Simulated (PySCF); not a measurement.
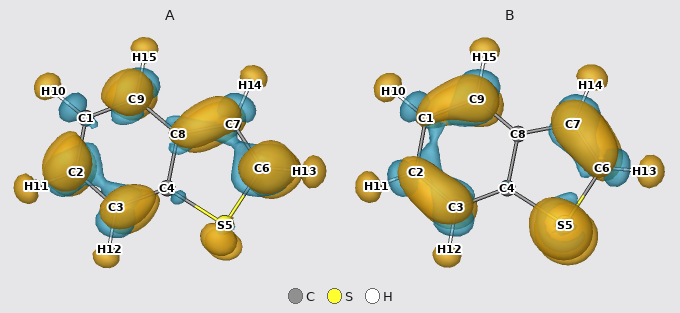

Figure. C8H6S, SMILES `c1ccc2sccc2c1`. The two Fukui functions at ±0.02 e/Å³ (yellow positive, teal negative).

PySCF calculation, PBE0/6-31G*, gas phase; geometry: GFN2-xTB. No frequency check shows the geometry to be a minimum. GFN2-xTB bond lengths at metals and heavier atoms can be off by up to 0.1 Å and shapes distorted, which carries into these values.

Input script:

```python
import numpy as np
from pyscf import gto, scf, dft
from pyscf.scf import atom_ks, atom_hf
from scipy.linalg import block_diag

def solve(mol, dm0=None, hcore=None):
    mf = (dft.UKS if mol.spin else dft.RKS)(mol, xc='pbe0')
    mf.grids.level = 3
    mf = mf.density_fit(auxbasis='def2-universal-jkfit')
    mf.conv_tol, mf.max_cycle = 1e-8, 80
    if hcore is not None:
        mf.get_hcore = lambda *args: hcore
    mf.kernel(dm0)
    if not mf.converged:
        mf = mf.newton().run(mf.mo_coeff, mf.mo_occ, max_cycle=30)
    assert mf.converged, 'SCF not converged'
    return mf

mol = gto.M(atom='''
C      2.48133    -0.49671     0.00000
C      2.28559     0.88450     0.00000
C      1.01384     1.41882     0.00000
C     -0.06467     0.54751     0.00000
S     -1.75421     0.96921     0.00000
C     -2.19328    -0.70701     0.00000
C     -1.13489    -1.54216     0.00000
C      0.11320    -0.84935     0.00000
C      1.41117    -1.36276     0.00000
H      3.48807    -0.88754     0.00000
H      3.14096     1.54323     0.00000
H      0.85460     2.48607     0.00000
H     -3.23599    -0.95928     0.00000
H     -1.21575    -2.61466     0.00000
H      1.56176    -2.43215     0.00000
''', basis='6-31g*', charge=0, spin=0, verbose=4)
mf = solve(mol)
out = dict(e0=mf.e_tot, dm0=mf.make_rdm1(), c=mf.mo_coeff, occ=mf.mo_occ, eps=mf.mo_energy)
for name, dq, spin in [('cation', 1, 1), ('anion', -1, 1)]:
    ion = mol.copy().set(charge=mol.charge + dq, spin=spin).build()
    mi = solve(ion)
    if spin and dq > 0 and mol.nao < 130:
        c, _, stable, _ = mi.stability(return_status=True)
        if not stable:
            mi = solve(ion, mi.make_rdm1(c, mi.mo_occ))
    print(name, 'vertical energy change / eV', (mi.e_tot - mf.e_tot) * 27.211386)
    out.update({'e_' + name: mi.e_tot, 'dm_' + name: mi.make_rdm1(), 's2_' + name: mi.spin_square()[0], 'eps_' + name: mi.mo_energy, 'occ_' + name: mi.mo_occ})
# spherically averaged free atoms, for the promolecule
atm = atom_ks.get_atm_nrks(mol, xc='pbe0')
pro = block_diag(*[(atm[a[0]][2] * atm[a[0]][3]) @ atm[a[0]][2].T for a in mol._atom])
np.savez('result.npz', pro=pro, **out)
```

Run with:

```sh
OMP_NUM_THREADS=1 python input.py
```

The run took 83 s on 1 thread of Intel(R) Xeon(R) 6975P-C (Granite Rapids), on a shared host, peak memory 0.76 GiB.

Partitions, critical points and surface values were worked out afterwards from this run's density.

> Which panel is f⁻ (electron removed) and which f⁺ (electron added)?

A is f⁺, B is f⁻. f⁻ (Hirshfeld-condensed) is largest on S5 (0.23); the vertical ionisation energy is 7.94 eV (the stability of the cation's solution wasn't checked). f⁺ (Hirshfeld-condensed) is largest on S5 (0.15), C6 (0.12) and C2 (0.10); the vertical electron affinity is −1.25 eV (the stability of the anion's solution wasn't checked; negative, but this basis has no diffuse functions, so it doesn't show that the anion is unbound).

> What chemical potential and hardness follow from the two energies?

μ = −(I + A)/2 = −3.34 eV and η = I − A = 9.19 eV.
